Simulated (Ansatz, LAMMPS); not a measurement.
# Glassy 88SiO2-4K2O-4Li2O-4MgO (mol %) (71 atoms) under strain, part 4 of 4

Aim: relax glassy 88SiO2-4K2O-4Li2O-4MgO (mol %) (71 atoms), then change its volume and shape to read moduli from the stress.

Ansatz 0.2.0; Kohn-Sham DFT, RPBE, PAW (set soft_2), plane waves.

The cell: 21 Si, 2 K, 2 Li, 1 Mg and 45 O. The quench rate of 10 K/ps is many orders above laboratory rates. The starting topology of bonds comes from the classical model. The Brillouin zone is sampled at Γ only.

So far. Step 11 (Compressed by 1 % along x): The relaxation converged after 6 steps, 0.0512 eV below its start, with a largest force component of 0.039 eV/Å. Step 11 (Compressed by 1 % along x): Compressed by 1 % along x: the energy stands 0.0296 eV above that of the reference, at a pressure of 0.559 GPa.

### 12. Sheared by 2 % in xy

A shear of the relaxed cell gives the modulus that volume changes can't reach.

The input, input.yaml:

```yaml
crystal:
  lattice:
    - [10.12679, -0.03017, 0.32989]
    - [-0.03351, 9.79261, 0.12588]
    - [0.33115, 0.12918, 10.17103]
  atoms:
    [... the 71 atom lines of step 4 ...]
kpoints:
  mp_grid: { grid: [1, 1, 1] }
hamiltonian:
  xc: rpbe
scf:
  occupations: { method: fermi_dirac, width: 0.05 }
output:
  forces: true
  eigenvalues: true
  stress: true
relax:
  f_tol: 0.05
  max_steps: 70
```

Command:

```console
$ ansatz run input.yaml --threads 4 --pin off --max-ram 8192MiB --backend cpu --events-out ev --progress --plain --runs-dir out
```

Numbers of over 12 decimals in the logs are rounded to 6 here.

The program printed:

```text
[...]
Crystal: 71 atoms, lattice volume = 1007.390 Å³
Basis set: ecut = 420 eV, 19685 PW (Γ), exchange–correlation on 144×144×144 points (8 copies of the dense FFT grid, shifted against one another)
Bands: 265, of which v1, the nominal top of the filled ones, is band 194 counted from 1 (193 counted from 0)
Symmetry: 1 space group operations
[...]
k-points: 1
[...]
SCF iter   1: F=—  HF=-44530.978426 eV  |F-HF|=—  |Δ(HF+E_count)|=         —  Δρ=3.55e-3  dr2=1.34e-1  ethr=1.77e-3  ⟨swp⟩=6.0  Hψ=1258  notcnv=0  defer=41
[...]
SCF iter   5: F=—  HF=-44530.967229 eV  |F-HF|=—  |Δ(HF+E_count)|=   9.70e-5  Δρ=1.13e-4  dr2=1.22e-4  ethr=1.74e-7  ⟨swp⟩=2.0  Hψ=407  notcnv=0  defer=64
SCF iter   6: F=-44530.967312 eV  HF=-44530.967307 eV  |F-HF|=5.06e-6  |Δ(HF+E_count)|=   7.78e-5  Δρ=3.47e-5  dr2=1.19e-5  ethr=1.61e-8  ⟨swp⟩=13.0  Hψ=1570  notcnv=0
SCF 1 converged in 6 iterations: F = -44530.967312 eV  dr2 = 1.19e-5
[...]
relax step   1: F+E_penalty+E_count = -44530.96731172 eV  Δ(F+E_penalty+E_count) = +0.000e0 eV  max|allowed force component| = 6.316e-1 eV/Å  Δτ_max = 0.0000 Å  (6 SCF iters, dr2 threshold 6.25e-5 eV, accepted)
[...]
relax step   2: F+E_penalty+E_count = -44531.02611931 eV  Δ(F+E_penalty+E_count) = -5.881e-2 eV  max|allowed force component| = 4.021e-1 eV/Å  Δτ_max = 0.0334 Å  (5 SCF iters, dr2 threshold 2.49e-5 eV, accepted)
[...]
relax step   3: F+E_penalty+E_count = -44531.05855642 eV  Δ(F+E_penalty+E_count) = -3.244e-2 eV  max|allowed force component| = 1.275e-1 eV/Å  Δτ_max = 0.0639 Å  (6 SCF iters, dr2 threshold 1.01e-5 eV, accepted)
relax step   4: F+E_penalty+E_count = -44531.06424307 eV  Δ(F+E_penalty+E_count) = -5.687e-3 eV  max|allowed force component| = 5.892e-2 eV/Å  Δτ_max = 0.0576 Å  (7 SCF iters, accepted)
relax step   5: F+E_penalty+E_count = -44531.02699277 eV  Δ(F+E_penalty+E_count) = +3.725e-2 eV  max|allowed force component| = 3.293e-1 eV/Å  Δτ_max = 0.0827 Å  (9 SCF iters, rejected (line search))
[...]
relax step   6: F+E_penalty+E_count = -44531.06947388 eV  Δ(F+E_penalty+E_count) = -5.231e-3 eV  max|allowed force component| = 2.678e-2 eV/Å  Δτ_max = 0.0205 Å  (9 SCF iters, accepted)
SCF converged after 9 iterations
Free energy (F): -44531.069474 eV
[...]
Internal energy: -44531.069474 eV  (E = F + TS)
E sigma→0 (E₀):  -44531.069474 eV
Fermi energy:    5.421530 eV
[...]
Σ components = -44531.069474   (vs F -44531.069474, Δ=0.00e0)
--- Forces (eV/Å), atoms counted from 1 ---
  atom   1  Si    -0.00678916    -0.00414017     0.00531312
  atom   2  Si    -0.00547928    -0.00237732     0.00413786
  atom   3  Si    -0.01814739    -0.00780748     0.00159801
  atom   4  Si    -0.00644922    -0.00474391    -0.01849918
[...]
atom  71  O      0.00790665    -0.00035738     0.00476518
  max |Σ_I F_I| component: 3.45e-5 eV/Å
--- Stress (GPa, compression-positive) ---
       -0.180139      -0.736994      -0.009499
       -0.736993      -0.247585      -0.011629
       -0.009500      -0.011626      -0.154211
  P = ⅓ Tr σ = -0.1940 GPa (-1.940 kbar)
--- Band table (eV) ---
[...]
--- Relaxed structure (6 steps of the walk, 5 accepted, 0 SCFs on fresh bases) ---
  F+E_penalty+E_count = -44531.06947388 eV   max|allowed force component| = 2.678e-2 eV/Å
  atoms:
    - { symbol: Si, position: [0.301507, 0.770464, 0.209871] }
    - { symbol: Si, position: [0.905042, 0.801888, 0.886107] }
    - { symbol: Si, position: [0.929466, 0.469791, 0.478847] }
    - { symbol: Si, position: [0.830683, 0.976253, 0.642844] }
[...]
- { symbol: O, position: [0.018792, 0.912518, 0.937503] }
```

Wall time 29 s (4 threads of Intel Xeon Platinum 8488C (Sapphire Rapids), shared host); peak memory 1.3 GiB.

The relaxation converged after 6 steps, 0.102 eV below its start, with a largest force component of 0.027 eV/Å.

Sheared by 2 % in xy: the energy stands 0.0395 eV above that of the reference, at a pressure of -0.194 GPa.

### 13. Pressure against volume

Atoms are relaxed at each volume, in the scaled cell.

| volume change (%) | volume (Å³/atom) | energy change (meV/atom) | pressure (GPa) | largest move on relaxing (Å) | bonds | gap (eV) |
| --- | --- | --- | --- | --- | --- | --- |
| -10 | 12.771 | 25.02 | 6.36 | 1.04 | 109 | 4.33 |
| -6 | 13.339 | 8.00 | 3.34 | 1.07 | 108 | 4.19 |
| -3 | 13.764 | 2.05 | 1.66 | 0.30 | 106 | 3.61 |
| +0 | 14.190 | 0.00 | -0.01 | - | 104 | 3.40 |
| +3 | 14.616 | 2.18 | -1.68 | 0.18 | 103 | 3.23 |
| +6 | 15.041 | 7.84 | -3.00 | 0.66 | 103 | 3.07 |

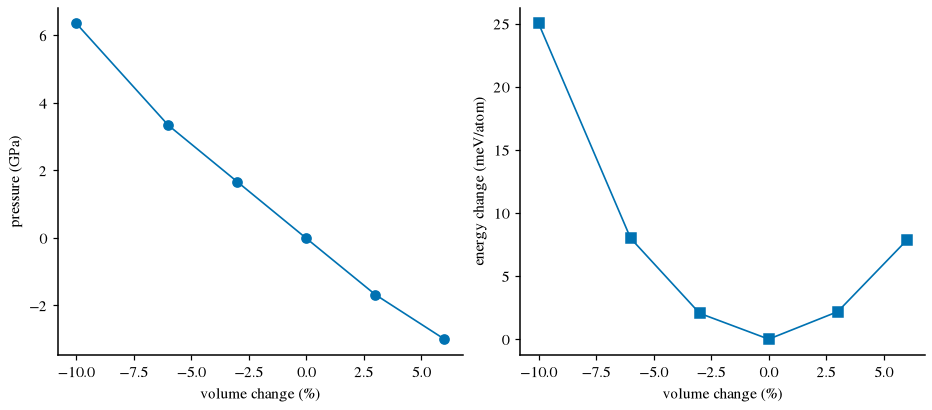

Pressure and energy against volume.

### 14. Uniaxial strain and shear

Stress (GPa, compression positive) less that of the relaxed cell, atoms relaxed:

```csv
strain,xx,yy,zz,xy,energy change (meV/atom)
stretched by 1 % along x,-1.152,-0.418,-0.244,-0.073,0.53
compressed by 1 % along x,1.140,0.360,0.216,0.050,0.42
sheared by 2 % in xy,-0.162,-0.242,-0.139,-0.738,0.56
```

### 15. Findings

The bulk modulus, from the slope of pressure against ln V over the three points nearest the relaxed volume, is 55.7 GPa; between neighbouring points the slope runs 69, 53, 55, 56 and 46 GPa from the smallest volume up, without a steady fall, so no pressure derivative is given. The count of bonds runs from 103 to 109 over the series, so at some points contacts cross the cutoffs. At -10 %, -6 % and +6 % some atom moved by over 0.5 Å on relaxing, so those points may sit in another local minimum. The gap goes from 4.33 eV at the smallest volume to 3.07 eV at the largest, -8.4 eV per unit of ln V by a straight line, on the run's k-points. In the Cartesian axes of the cell, finite differences give C11 = 115, C12 = 38.9, C13 = 23.0 and C66 = 36.9 GPa (the shear of 2 % is the engineering strain, εxy = 0.01). The mean of C11, C12 and C13, which equals the bulk modulus in a cubic or isotropic solid, is 58.8 GPa: it agrees with the bulk modulus within 10 %. For an isotropic solid C66 would equal (C11 − C12)/2 = 37.9 GPa; so small a sample needn't be isotropic, and C66 rests on one shear. With the bulk modulus and C66 as K and G, Young's modulus would be about 91 GPa and Poisson's ratio 0.23.

Caveats: Strains are finite and relaxations stop at the force tolerance of the input, which can leave moduli too stiff; they are those of a static cell at zero temperature. Volumes are changed with the cell's shape held, so in an anisotropic solid the modulus lies over the one under free hydrostatic load. The program notes that the SCF threshold of the relaxations is loose for the stress.

The DFT runs together took 7.3 min of wall time.

[Logs are printed without paths, hosts, clocks, repeated set-up lines and the standing remarks that a program may print on its own settings, such as how far it seeks lower states.]

[Hosts, paths, dates, database ids (printed as entryN), source tags and the programs' standing remarks are cut or masked in the printed files.]
